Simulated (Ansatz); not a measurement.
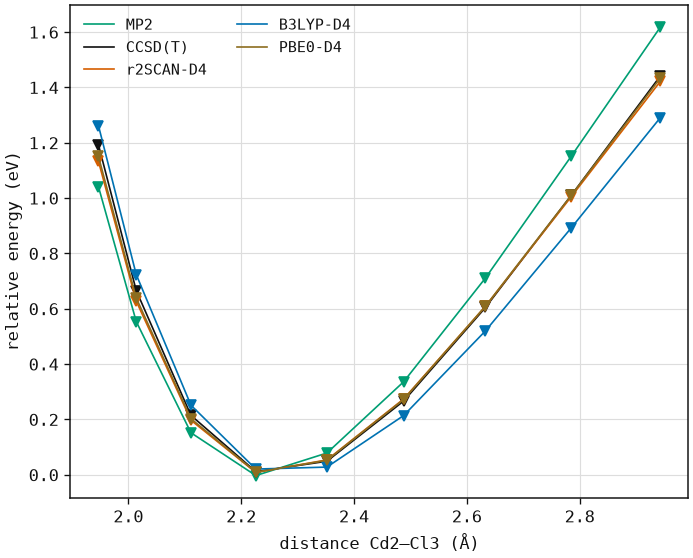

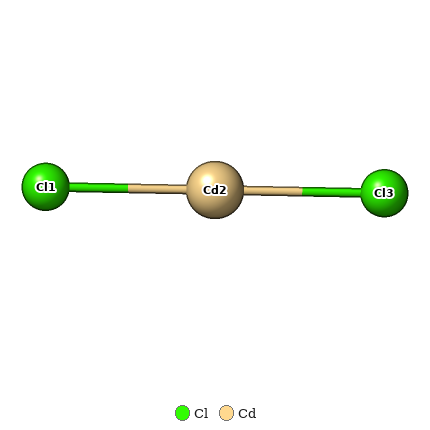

Rigid scan of the stretch Cd2–Cl3 in CdCl₂, SMILES [Cl][Cd][Cl], singlet. The Ansatz code, def2-TZVPP, cores frozen in correlated methods. A stretch is scanned from the minimum (PBE0-D4/def2-TZVP); energies less that of the minimum at the same level. On heavy atoms the filled d shell below the valence is correlated. Straight lines join the computed points.

### Which curve follows CCSD(T) best, and which worst?

Best PBE0-D4, worst MP2; largest departures: PBE0-D4 0.042, r2SCAN-D4 0.060, B3LYP-D4 0.151, MP2 0.176 eV. CCSD(T) is in the same finite basis, not at its limit.

### How far can the coupled-cluster curve be trusted along the scan?

The calculation's T1 diagnostic reaches at most 0.018 (at 2.94 Å), under the customary mark of 0.02, so it gives no sign of multireference character.

### Give the values at the computed points.

In eV:
```
distance Cd2–Cl3 (Å)     MP2  CCSD(T)  r2SCAN-D4  B3LYP-D4  PBE0-D4
                1.95   1.042    1.193      1.134     1.262    1.151
                2.01   0.554    0.666      0.628     0.724    0.639
                2.11   0.152    0.215      0.197     0.252    0.203
                2.23  −0.003    0.011      0.008     0.021    0.009
                2.35   0.079    0.049      0.054     0.028    0.052
                2.49   0.336    0.267      0.274     0.214    0.272
                2.63   0.711    0.605      0.609     0.520    0.609
                2.79   1.151    1.010      1.005     0.892    1.010
                2.94   1.618    1.442      1.422     1.291    1.434
```

Note: core potentials past krypton.
